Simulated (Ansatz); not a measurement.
# Ca(111) with 4 thermally displaced layers, 2x2: scattering by thermal displacements

Wanted: the phonon-limited resistivity of Ca at 300 K by the Landauer route. The measured value for the pure metal at this temperature is 3.45 µΩ cm (CRC Handbook of Chemistry and Physics, 84th ed., 2003, Electrical Resistivity of Pure Metals).

Program: Ansatz 0.2.0. Level of theory: Ansatz plane-wave DFT, PBE, PAW files; ballistic transport by layer matching (Landauer), zero bias; PAW set soft_1. Results are calculated unless marked as measured.

## 1. The starting structure

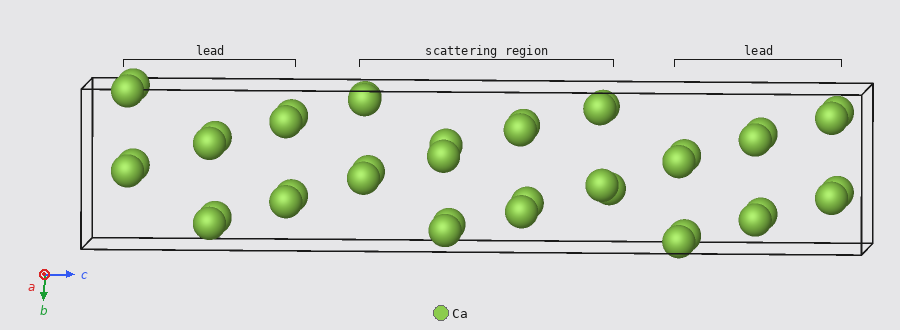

The starting structure, seen from the side, with the c axis across the page (calcium green).

The cell holds 40 atoms: 40 Ca. Its edges and angles: a = 7.903 Å, b = 7.903 Å, c = 32.345 Å, α = 93.5°, β = 86.5°, γ = 120.0°. It derives from Ca. Regions: lead, 24 atoms (24 Ca); scattering region, 16 atoms (16 Ca). The structure is stacked along c, and the current runs across the ab planes.

## 2. With 4 displaced layers

Each atom of 4 layers is moved at random, by amounts drawn from a normal law 0.1447 Å wide in each direction from the Debye model (230 K) at 300 K. The layers about the cell's end stay perfect and serve as the lead. Disorder leaves little or no symmetry, which makes such runs dear. Energies from -0.05 to 0.05 eV in steps of 0.05 eV are too few for the program's thermal sum, so it prints no conductance; for a metal the transmission near the Fermi level serves, at a fraction of the cost.

input.yaml

```yaml
crystal:
  lattice:
    - [7.903191072, 0.0, 0.0]
    - [-3.951595536, 6.8443642393, 0.0]
    - [1.975797768, -1.1407273732, 32.2646424434]
  atoms:
    - { symbol: Ca, position: [0.9916666667, 0.0083333333, 0.05] }
    - { symbol: Ca, position: [0.9916666667, 0.5083333333, 0.05] }
    - { symbol: Ca, position: [0.4916666667, 0.0083333333, 0.05] }
    - { symbol: Ca, position: [0.4916666667, 0.5083333333, 0.05] }
    - { symbol: Ca, position: [0.1416666667, 0.3583333333, 0.15] }
    - { symbol: Ca, position: [0.1416666667, 0.8583333333, 0.15] }
    - { symbol: Ca, position: [0.6416666667, 0.3583333333, 0.15] }
    - { symbol: Ca, position: [0.6416666667, 0.8583333333, 0.15] }
    - { symbol: Ca, position: [0.2916666667, 0.2083333333, 0.25] }
    - { symbol: Ca, position: [0.2916666667, 0.7083333333, 0.25] }
    - { symbol: Ca, position: [0.7916666667, 0.2083333333, 0.25] }
    - { symbol: Ca, position: [0.7916666667, 0.7083333333, 0.25] }
    - { symbol: Ca, position: [0.9420934095, 0.0560197845, 0.3528713507] }
    - { symbol: Ca, position: [0.9376557158, 0.5472818766, 0.3516212203] }
    - { symbol: Ca, position: [0.476069371, 0.0778245296, 0.3468447858] }
    - { symbol: Ca, position: [0.4118870014, 0.5451909735, 0.350185286] }
    - { symbol: Ca, position: [0.0477283793, 0.4027780418, 0.4444139276] }
    - { symbol: Ca, position: [0.0727480626, 0.8965937706, 0.4485818605] }
    - { symbol: Ca, position: [0.6103142043, 0.4302713658, 0.4494237117] }
    - { symbol: Ca, position: [0.6093860036, 0.8945367537, 0.451576004] }
    - { symbol: Ca, position: [0.2597527889, 0.2597647509, 0.5466665028] }
    - { symbol: Ca, position: [0.2197938037, 0.7488235937, 0.5509872502] }
    - { symbol: Ca, position: [0.7210951663, 0.2537933136, 0.5492861108] }
    - { symbol: Ca, position: [0.7535691712, 0.763135823, 0.5515933223] }
    - { symbol: Ca, position: [0.8777434892, 0.1061797084, 0.6535149733] }
    - { symbol: Ca, position: [0.9045655004, 0.5828535922, 0.6567877145] }
    - { symbol: Ca, position: [0.4243605553, 0.1250443853, 0.6511856933] }
    - { symbol: Ca, position: [0.3998638654, 0.6406141953, 0.6587888663] }
    - { symbol: Ca, position: [0.0416666667, 0.4583333333, 0.75] }
    - { symbol: Ca, position: [0.0416666667, 0.9583333333, 0.75] }
    - { symbol: Ca, position: [0.5416666667, 0.4583333333, 0.75] }
    - { symbol: Ca, position: [0.5416666667, 0.9583333333, 0.75] }
    - { symbol: Ca, position: [0.1916666667, 0.3083333333, 0.85] }
    - { symbol: Ca, position: [0.1916666667, 0.8083333333, 0.85] }
    - { symbol: Ca, position: [0.6916666667, 0.3083333333, 0.85] }
    - { symbol: Ca, position: [0.6916666667, 0.8083333333, 0.85] }
    - { symbol: Ca, position: [0.8416666667, 0.1583333333, 0.95] }
    - { symbol: Ca, position: [0.8416666667, 0.6583333333, 0.95] }
    - { symbol: Ca, position: [0.3416666667, 0.1583333333, 0.95] }
    - { symbol: Ca, position: [0.3416666667, 0.6583333333, 0.95] }
kpoints:
  mp_grid: { grid: [3, 3, 1] }
hamiltonian:
  xc: pbe
  pseudopotentials: { kind: paw, azcp: { folder: soft_1 } }
scf:
  occupations: { method: fermi_dirac, width: 0.1 }
output:
  transmission: { leads: [[0, 4]], kmesh: [6, 6], e_range: [-0.05, 0.05], de: 0.05 }
  write_potential: true
  write_density: true
  volumetric_format: npy
  elf: true
```

Run with:

```bash
> ansatz run input.yaml --threads 4 --pin off --max-ram 15360MiB --backend cpu --events-out ev --progress --plain --runs-dir out
```

Numbers of over 12 decimals in the logs are rounded to 6 here.

The log of the run:

```text
Engine: ansatz 0.2.0, aarch64-unknown-linux-gnu
Pseudopotentials: kind: paw
Pseudopotential: Ca, paw, valence charge 10, recommended cutoff 420 eV (normal), soft_1/Ca.paw.azcp
Functional definition: PBE
  parameter kappa = 0.804
  parameter beta = 0.066725
  exchange = pbe_x(kappa = kappa, mu = beta*pi^2/3)
  correlation = pbe_c(beta = beta)
Crystal: 40 atoms, lattice volume = 1745.269 Å³
Basis set: ecut = 420 eV, 34081 PW (Γ)
Bands: 240, of which v1, the nominal top of the filled ones, is band 200 counted from 1 (199 counted from 0)
Symmetry: 1 space group operations
Space group: P1 (ITA 1), of the structure as read, at distance tolerance 1.2e-4 Å
k-points: 5 of 9 (time reversal used)
Non-local potential: Ca, projectors of the file, l = 0: 3, l = 1: 2, l = 2: 2
PAW form: soft (Blöchl's): semilocal exchange-correlation on the pseudo side does not see the compensation charge
PAW one-centre angular grid: Ca, 110 points (default); XC on 64 Gauss nodes
Initial density: superposition of atomic densities (chi_scale 0.1, normalization cell)
Initial wavefunctions: pseudopotential atomic-orbital guess
Functional: x = pbe(κ = 0.804, μ = 0.219515), c = pbe(β = 0.066725)
SCF iter   1: F=—  HF=-72674.326824 eV  |F-HF|=—  |Δ(HF+E_count)|=         —  Δρ=8.03e-3  dr2=4.52e0  ethr=3.10e-3  ⟨swp⟩=13.4  Hψ=6267  notcnv=0
preconditioner: auto → Kerker (q_TF=auto, 2.134 Å⁻¹)  [metal: Δε(μ)=0.013 eV  Ē_g=1.920 eV  σ=0.100 eV  W_gap=0.03  n_scr=292 (ndim 8)  ℏωp=8.0 eV  f_vac=0.000  D(μ)=59.26/eV (n_scr^D=444)]
SCF iter   2: F=—  HF=-72674.172605 eV  |F-HF|=—  |Δ(HF+E_count)|=   1.54e-1  Δρ=4.98e-3  dr2=1.46e0  ethr=1.13e-3  ⟨swp⟩=2.2  Hψ=1397  notcnv=0
SCF iter   3: F=—  HF=-72674.160559 eV  |F-HF|=—  |Δ(HF+E_count)|=   1.20e-2  Δρ=1.37e-3  dr2=8.02e-2  ethr=3.64e-4  ⟨swp⟩=2.2  Hψ=1498  notcnv=0
SCF iter   4: F=—  HF=-72674.164162 eV  |F-HF|=—  |Δ(HF+E_count)|=   3.60e-3  Δρ=4.98e-4  dr2=9.56e-3  ethr=2.00e-5  ⟨swp⟩=2.0  Hψ=1474  notcnv=0
SCF iter   5: F=—  HF=-72674.163721 eV  |F-HF|=—  |Δ(HF+E_count)|=   4.41e-4  Δρ=1.38e-4  dr2=1.75e-3  ethr=2.39e-6  ⟨swp⟩=2.4  Hψ=1515  notcnv=0
SCF iter   6: F=—  HF=-72674.163633 eV  |F-HF|=—  |Δ(HF+E_count)|=   8.84e-5  Δρ=3.18e-5  dr2=8.69e-5  ethr=4.37e-7  ⟨swp⟩=2.0  Hψ=1411  notcnv=0
SCF iter   7: F=—  HF=-72674.165286 eV  |F-HF|=—  |Δ(HF+E_count)|=   1.65e-3  Δρ=8.77e-6  dr2=1.42e-5  ethr=2.17e-8  ⟨swp⟩=3.0  Hψ=1595  notcnv=0
SCF iter   8: F=—  HF=-72674.165286 eV  |F-HF|=—  |Δ(HF+E_count)|=   3.71e-9  Δρ=3.11e-6  dr2=5.23e-7  ethr=3.56e-9  ⟨swp⟩=2.2  Hψ=1268  notcnv=0
SCF iter   9: F=—  HF=-72674.165286 eV  |F-HF|=—  |Δ(HF+E_count)|=   5.90e-8  Δρ=1.03e-6  dr2=1.94e-7  ethr=2.50e-11  ⟨swp⟩=10.0  Hψ=3704  notcnv=0
SCF iter  10: F=-72674.165286 eV  HF=-72674.165286 eV  |F-HF|=2.33e-9  |Δ(HF+E_count)|=   3.14e-9  Δρ=3.90e-7  dr2=6.06e-9  ethr=2.50e-11  ⟨swp⟩=2.2  Hψ=2260  notcnv=0
SCF 1 converged in 10 iterations: F = -72674.165286 eV  dr2 = 6.06e-9
  greatest PAW one-centre occupation: 0.996 electrons in one spin orbital (limit 2), on the Ca atom at site 16 (counted from 0), in its partial waves of l = 0
transmission: 93 of 900 steps passed
transmission: 183 of 900 steps passed
[...]
transmission: 900 of 900 steps passed
SCF converged after 10 iterations
Free energy (F): -72674.165286 eV
Harris-Foulkes:  -72674.165286 eV  (|F-HF|=2.33e-9)
Internal energy: -72672.300545 eV  (E = F + TS)
E sigma→0 (E₀):  -72673.232915 eV
Entropy (-TS):   -1.864741 eV (-46.619 meV/atom)
Fermi energy:    4.741612 eV
--- Per-component energies (eV) ---
  E_band       = -7114.799350
  E_kinetic    = 10055.132241
  E_local      = -34617.923764  (includes V_loc(G=0)·N_el)
  E_nonlocal   = 3609.438566
  E_hartree    = 11498.741669
  E_xc         = -5056.214641
  E_vxc        = -6271.180934  (∫ρ·V_xc dr)
  E_paw        = -34610.201393  (= ΣΔE_a)
  E_vpaw       = -2887.745085  (= ΣTr[D̂ρ^β])
  E_aug_tail   = -0.000209  (compensation charges beyond the density's cutoff)
  E_ewald      = -23551.273013
  E_smearing   = -1.864741  (= −TS)
  E_closure    = 0.000000  (closes the sum)
  Σ components = -72674.165286   (vs F -72674.165286, Δ=0.00e0)
--- Band table (eV; the first three rows and the last of 5) ---
  k-point 0: bands = [... 196 lower, 4.2787, 4.2833, 4.2873, 4.3063, 4.5372, 4.5524, 4.5743, 4.5788, ... 36 higher]
  k-point 1: bands = [... 196 lower, 4.6935, 4.7380, 4.7544, 4.7577, 4.7716, 4.7827, 4.7942, 4.8026, ... 36 higher]
  k-point 2: bands = [... 196 lower, 4.6975, 4.7382, 4.7527, 4.7618, 4.7728, 4.7841, 4.8024, 4.8169, ... 36 higher]
  k-point 4: bands = [... 196 lower, 4.7144, 4.7460, 4.7494, 4.7630, 4.7733, 4.7909, 4.7947, 4.8991, ... 36 higher]
--- Transmission ---
  basis      : 475 plane waves across, 45 finite elements along
  points     : 20, standing for a mesh of 6 x 6
  energies   : 3 from -0.050000 to 0.050000 eV about the Fermi level, 0.050000 eV apart; the leads are filled to 0.000000 eV, and channels, transmission and decay are at 0.000000 eV
  crystal 0  : Ca4, at the sites [0, 4], period 3.2265 Å, over 19.36 Å; its Hamiltonian steps by up to 1.3 meV
    offset         : up to 0.0000 Å between an atom of the period and one for which it stands
    channels       : 4.111111e0 a spin
    conductance    : none, the energies end too early or step too widely for 300 K: set another output.transmission.e_range or a lower de, or, where they end at an eighth of basis.ecutwfc, a higher one
    slowest decay  : 0.0057 /Å at (0.3333, 0.3333)
  junction   : crystal 0 to crystal 0, 3.23 to 32.26 Å
    transmission   : 3.416264e0 a spin
    conductance    : none, the energies end too early or step too widely for 300 K: set another output.transmission.e_range or a lower de, or, where they end at an eighth of basis.ecutwfc, a higher one
```

It took 20 min on 4 threads of Arm Neoverse V1, shared host; peak memory 6.9 GiB; 66 min of CPU time.

The column dr2 measures how far the density is from self-consistency, as an energy; F and HF (Harris–Foulkes) agree once it is small.

Numbers from this step:

```
free energy                                    : -72674.1653 eV
energy at zero smearing                        : -72673.2329 eV
Fermi energy                                   : 4.742 eV
cell area                                      : 54.09 Å²
transmission per spin nearest the Fermi level  : 3.416
open channels per spin nearest the Fermi level : 4.111
step of the lead's potential                   : 1.3 meV
```

Per spin. Transmission, zone mean against energy, zero at the Fermi level:

```
energy (eV)  transmission, zone mean
    -0.0500                     3.94
     0.0000                     3.42
     0.0500                     3.19
```

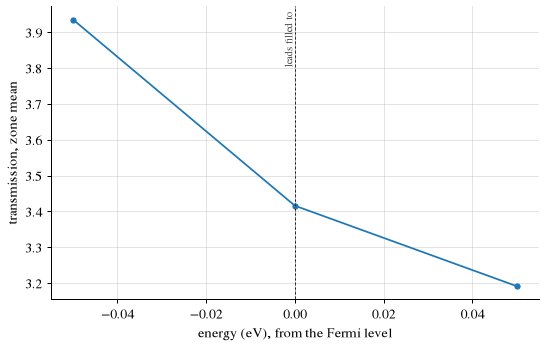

Transmission, zone mean, plotted against energy.

Per spin. The open channels, zone mean, lead by energy, zero at the Fermi level:

```
energy (eV)  open channels, zone mean, lead
    -0.0500                            4.44
     0.0000                            4.11
     0.0500                            3.94
```

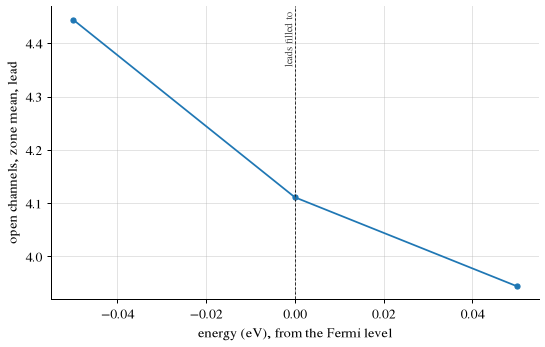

Open channels, zone mean, lead, plotted against energy.

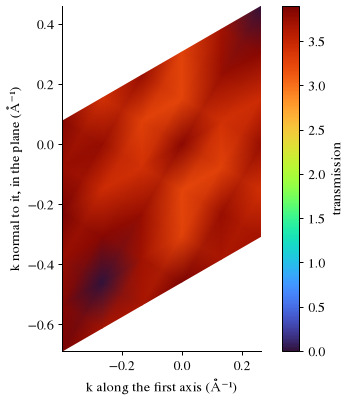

Transmission over k1 and k2. At 0.0000 eV from the Fermi level.

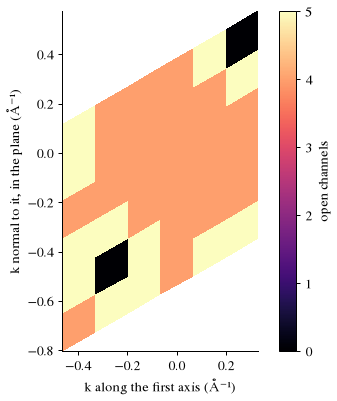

Open channels over k1 and k2. At 0.0000 eV from the Fermi level.

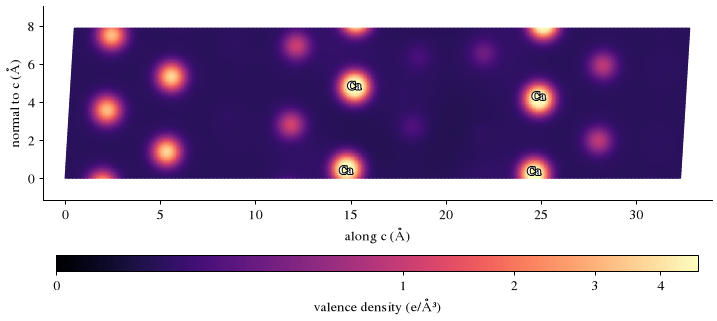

Valence density in the ca plane at fractional y = 0.430, with atoms of Ca within 0.2 Å of it. It is the smooth field of the valence electrons, not physical close to the nuclei. The colour scale is stretched toward low values.

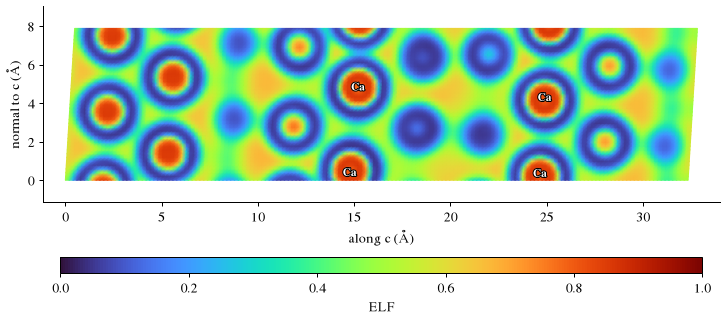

ELF in the ca plane at fractional y = 0.430, with atoms of Ca within 0.2 Å of it. It is the smooth field of the valence electrons, not physical close to the nuclei.

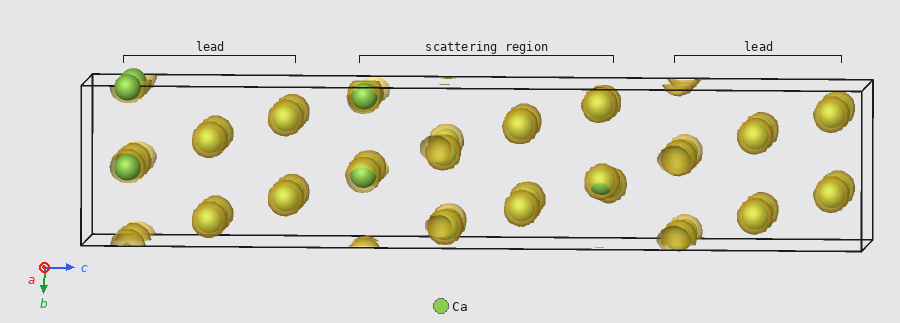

Surface of ELF = 0.79.

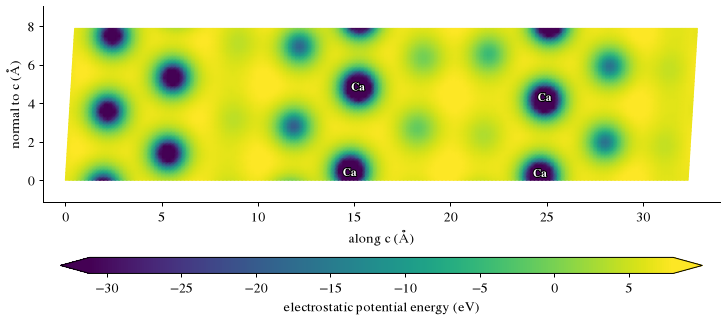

Electrostatic potential energy in the ca plane at fractional y = 0.430, with atoms of Ca within 0.2 Å of it. With pseudopotentials it is smooth inside the atoms' cores, unlike the true potential.

Over the solved energies the transmission per spin lies between 3.19 and 3.94, out of 4.17 channels of the lead on average (up to 4.44).

(Continued in part 2 of 2.)

[Logs are printed without paths, hosts, clocks, repeated set-up lines and the standing remarks that a program may print on its own settings, such as how far it seeks lower states.]

[Hosts, paths, dates, database ids (printed as entryN), source tags and the programs' standing remarks are cut or masked in the printed files.]
